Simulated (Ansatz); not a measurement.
Start from AlN in the zinc blende structure (space group F-43m, No. 216; a = 4.403 Å).

Perturbation: the cell is scaled by 0.9950 in all directions, atoms relaxed at fixed cell.

Method: Ansatz (a program for electronic structure), PBE, PAW, cutoff 420 eV, no spin-orbit coupling.

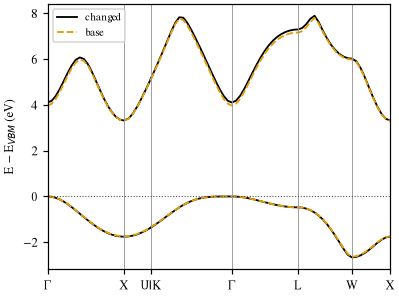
Figure: Highest valence and lowest conduction band along the path, each from its own valence-band maximum

### Question
Read the changed gap and its character from the plot.

### Answer
About 3.3 eV, indirect, Γ → X.

The cells carry an imposed strain or load. Whether these cells are dynamically stable was not tested. This is not the structure that AlN has at room temperature and ambient pressure.
